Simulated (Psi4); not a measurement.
# UB3LYP/6-31G(d) (spherical functions) run of CH3OSi (SMILES O=C[SiH2])

What is the vertical electron affinity of CH3OSi at UB3LYP/6-31G* (spherical functions)? 

The calculation is run with Psi4 1.11.

1 further run of the same task is left out (set aside as unsound or not needed).

### 1 The structure to begin with

CH3OSi: 6 atoms, total charge 0, spin state doublet. As SMILES, `O=C[SiH2]`. The shape is that of a GFN2-xTB optimisation.

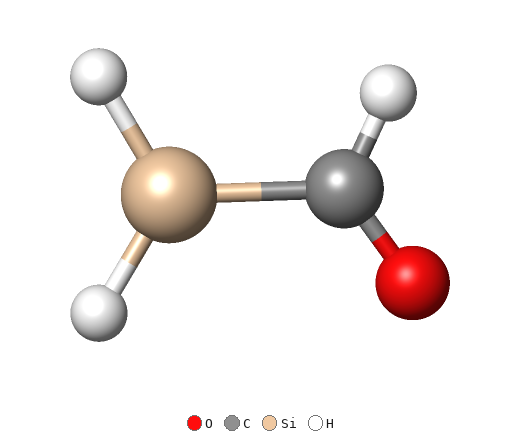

The structure, seen from a chosen angle (oxygen red, carbon grey, silicon light orange, hydrogen white).

### 2 A single-point energy at UB3LYP/6-31G(d) (spherical functions)

Input file ch3osi.inp:

```
memory 1600 MB

molecule m {
  0 2
  O     -0.405500    -1.673820     0.915670
  C     -0.242670    -0.939410    -0.057320
  Si     0.219510     0.844060     0.059210
  H     -0.377500    -1.353030    -1.078150
  H      0.382310     1.607150    -1.165410
  H      0.423850     1.515060     1.325990
  symmetry c1
}

set {
  basis                6-31G*
  reference            uks
  puream               true
  e_convergence        1e-09
  d_convergence        1e-08
  scf_type             pk
  dft_radial_points    99
  dft_spherical_points 590
  maxiter              200
}

result, w = energy('b3lyp', return_wfn=True)
oeprop(w, 'QUADRUPOLE', 'LOWDIN_CHARGES', 'MAYER_INDICES')
print_variables()
```

On the command line:

```sh
$ psi4 ch3osi.inp ch3osi.out -n 1
```

ch3osi.out, shortened:

```text
[...]
  Running in c1 symmetry.
[...]
  Nuclear repulsion =   89.590700312487598
[...]
  Multiplicity = 2
[...]
  Nalpha       = 16
  Nbeta        = 15
[...]
    Number of basis functions: 52
[...]
   @UKS iter   1:  -404.32876055152593   -3.03606e-01   1.18312e-02 DIIS/ADIIS
[...]
   @UKS iter  14:  -404.53840111632792   -1.47793e-11   6.01079e-09 DIIS
[...]
   @S^2 Observed:                7.600792834E-01
[...]
    Orbital Energies [Eh]
    ---------------------
    Alpha Occupied:
       1A    -66.133535     2A    -19.152987     3A    -10.266390
       4A     -5.301603     5A     -3.663981     6A     -3.657465
       7A     -3.656923     8A     -1.041848     9A     -0.640230
      10A     -0.538039    11A     -0.455180    12A     -0.419491
      13A     -0.398882    14A     -0.387111    15A     -0.249061
      16A     -0.214034
    Alpha Virtual:
      17A     -0.028391    18A      0.012281    19A      0.046452
      20A      0.068519    21A      0.135990    22A      0.151406
      23A      0.219678    24A      0.225399    25A      0.293922
[...]
  @UKS Final Energy:  -404.53840111632792
   => Energetics <=
    Nuclear Repulsion Energy =             89.5907003124875985
    One-Electron Energy =                -735.4256984734533944
    Two-Electron Energy =                 270.3687742099064621
    DFT Exchange-Correlation Energy =     -29.0721771652685348
    Empirical Dispersion Energy =           0.0000000000000000
    VV10 Nonlocal Energy =                  0.0000000000000000
    Total Energy =                       -404.5384011163279183
[...]
 Multipole Moments:
 ------------------------------------------------------------------------------------
     Multipole            Electronic (a.u.)      Nuclear  (a.u.)        Total (a.u.)
 ------------------------------------------------------------------------------------
 L = 1.  Multiply by 2.5417464519 to convert [e a0] to [Debye]
 Dipole X            :         -0.3472167            0.5406274            0.1934107
 Dipole Y            :         -1.4588889            2.2775816            0.8186928
 Dipole Z            :          0.9371972           -1.5614253           -0.6242281
 Magnitude           :                                                    1.0475334
 L = 2.  Multiply by 1.3450342976 to convert [e a0^2] to [Debye ang]
 Quadrupole XX       :        -28.8127944            9.8847133          -18.9280811
 Quadrupole XY       :        -39.4501496           39.1380089           -0.3121406
[...]
```

Run time: 9.9 s. Hardware: 1 thread of Intel Xeon 6975P-C (Granite Rapids), shared host; peak memory 0.68 GiB.

### 3 The singlet anion, same level

Input file calc.dat:

```
memory 1600 MB

molecule molecule1 {
  -1 1
  O     -0.76628394    -3.16306138     1.73036552
  C     -0.45857984    -1.77522762    -0.10831910
  Si     0.41481378     1.59504223     0.11189068
  H     -0.71337161    -2.55685614    -2.03740822
  H      0.72246119     3.03707334    -2.20230572
  H      0.80096042     2.86304846     2.50575794
  units bohr
  symmetry c1
  no_reorient
  no_com
}

set {
  basis                6-31G*
  puream               true
  e_convergence        1e-09
  d_convergence        1e-08
  scf_type             pk
  dft_radial_points    99
  dft_spherical_points 590
}

e_tot, wfn = energy('b3lyp', return_wfn=True)
oeprop(wfn, 'LOWDIN_CHARGES', 'WIBERG_LOWDIN_INDICES', 'MULLIKEN_CHARGES', title='B3LYP')
```

On the command line:

```sh
$ psi4 -n 1 calc.dat calc.out
```

calc.out, shortened:

```text
[...]
  Running in c1 symmetry.
[...]
  Nuclear repulsion =   89.590700435700484
[...]
  Multiplicity = 1
[...]
  Nalpha       = 16
  Nbeta        = 16
[...]
    Number of basis functions: 52
[...]
   @RKS iter   1:  -404.15899272311930   -1.33838e-01   1.62958e-02 ADIIS/DIIS
[...]
   @RKS iter  12:  -404.57370157776046   -5.05906e-12   9.73891e-09 DIIS
[...]
  @RKS Final Energy:  -404.57370157776046
   => Energetics <=
    Nuclear Repulsion Energy =             89.5907004357004837
    One-Electron Energy =                -743.0389606772722573
    Two-Electron Energy =                 278.1566644027651023
    DFT Exchange-Correlation Energy =     -29.2821057389537742
    Empirical Dispersion Energy =           0.0000000000000000
    VV10 Nonlocal Energy =                  0.0000000000000000
    Total Energy =                       -404.5737015777604597
[...]
 Multipole Moments:
 ------------------------------------------------------------------------------------
     Multipole            Electronic (a.u.)      Nuclear  (a.u.)        Total (a.u.)
 ------------------------------------------------------------------------------------
 L = 1.  Multiply by 2.5417464519 to convert [e a0] to [Debye]
 Dipole X            :          2.3011263           -2.2643076            0.0368186
 Dipole Y            :         10.5193376          -10.2819999            0.2373377
 Dipole Z            :        -13.8303183           13.0255231           -0.8047952
 Magnitude           :                                                    0.8398691
[...]
  Mulliken Charges: (a.u.)
   Center  Symbol    Alpha    Beta     Spin     Total
       1     O     4.26075  4.26075  0.00000 -0.52150
       2     C     2.95009  2.95009  0.00000  0.09982
       3    SI     7.20946  7.20946  0.00000 -0.41891
       4     H     0.49648  0.49648  0.00000  0.00704
       5     H     0.54660  0.54660  0.00000 -0.09319
       6     H     0.53662  0.53662  0.00000 -0.07325
   Total alpha = 16.00000, Total beta = 16.00000, Total charge = -1.00000
  Lowdin Charges: (a.u.)
   Center  Symbol    Alpha    Beta     Spin     Total
[...]
```

It took 5.7 s on 1 thread of Intel Xeon 6975P-C (Granite Rapids), shared host; peak memory 0.68 GiB.

### 4 Outcome

Level: UB3LYP/6-31G* (spherical functions).

```
                                                            quantity          value
                                        doublet CH3OSi: total energy  -404.53840 Eh
                                       doublet CH3OSi: dipole moment         2.66 D
                  doublet CH3OSi: HOMO energy (highest over α and β)       -5.82 eV
                   doublet CH3OSi: LUMO energy (lowest over α and β)       -3.22 eV
                                                doublet CH3OSi: ⟨S²⟩          0.760
                                         singlet anion: total energy  -404.57370 Eh
                                          singlet anion: HOMO energy        1.33 eV
                                          singlet anion: LUMO energy        5.73 eV
singlet anion: HOMO–LUMO gap (to an unbound level, set by the basis)        4.41 eV
                   vertical electron affinity (to the singlet anion)       0.961 eV
```

At fixed nuclei the extra electron is bound by 0.96 eV (92.7 kJ/mol). The basis has no diffuse functions, so the error can be as large as this value. Mulliken charges (singlet anion) run from -0.52 on O1 to +0.10 on C2; they depend strongly on the basis. The HOMO (singlet anion) lies at positive energy, 1.33 eV; only total energies tell whether the electron is bound.
